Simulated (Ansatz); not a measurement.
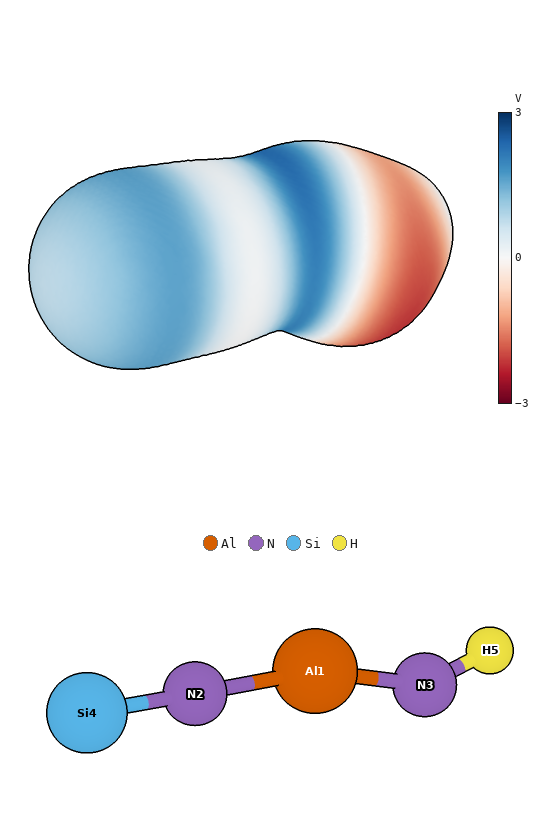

Figure 1: AlHN₂Si. The molecular electrostatic potential painted on the density surface at 0.002 e/bohr³, seen at a tilt; the colour scale runs from red (negative) to blue (positive). The bare structure is drawn below in the same view.

Geometry: B3LYP-D3(BJ)/def2-SVP.

Computed with Ansatz 0.2.0, isolated molecule in a Gaussian basis; Kohn-Sham density functional theory, functional PBE0.

```xyz
5

Al   -0.3530    0.0193   -0.3405
N     0.5685   -0.8572    0.8771
N    -1.2476    0.4357   -1.6524
Si    1.3993   -1.6318    1.9797
H    -1.7126    1.1570   -2.1834
```

### Describe the electrostatic potential map.

The most negative region (about −2.2 V, or −51 kcal/mol for a unit charge) lies over N3, the most positive (about +2.3 V, or +53 kcal/mol for a unit charge) over Al1. N3 is the likeliest acceptor of a hydrogen bond.
